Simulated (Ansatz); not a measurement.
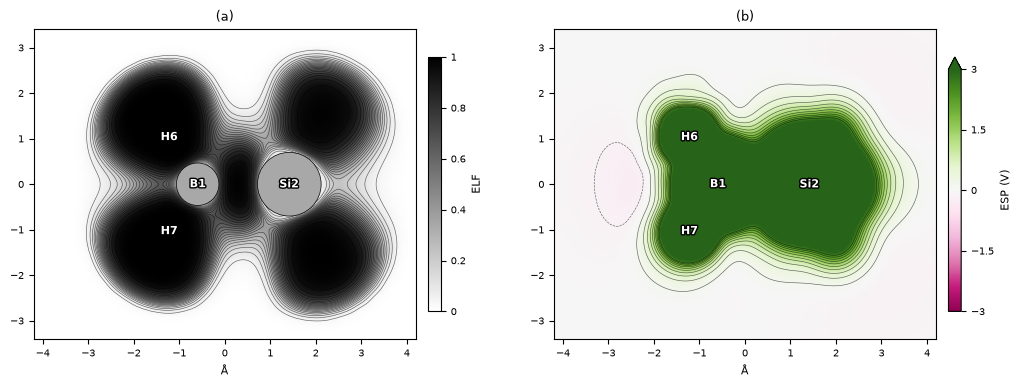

*BH5Si (SMILES B[SiH3]). (a) ELF; (b) electrostatic potential on the plane of atoms Si2, B1 and H6. Grey discs cover the atomic cores in the ELF map.*

Geometry: PBE0-D3(BJ)/def2-SVP.

Method: isolated molecule in a Gaussian basis; Kohn-Sham density functional theory, functional PBE0 in Ansatz 0.2.0.

```
atom    x (Å)    y (Å)    z (Å)
   B  -0.1338  -0.3321  -0.8328
  Si   0.6772  -0.7142   0.9703
   H  -0.4110  -0.4224   1.9665
   H   1.8413   0.1645   1.3054
   H   1.0862  -2.1417   1.1562
   H  -0.7324  -1.1862  -1.4437
   H  -0.0905   0.7747  -1.3168
```

What do the fields say about this system?

Answer. The plane passes through B, Si and H nuclei.
Si–B (2.01 Å): the ELF peaks at about 1 between the atoms, as expected for localised, covalent bonding.
B–H (1.21 Å): the ELF climbs to about 1 towards the hydrogen, as it does in any bond to H: an ordinary covalent bond to hydrogen.
The potential has no marked negative region in this plane.
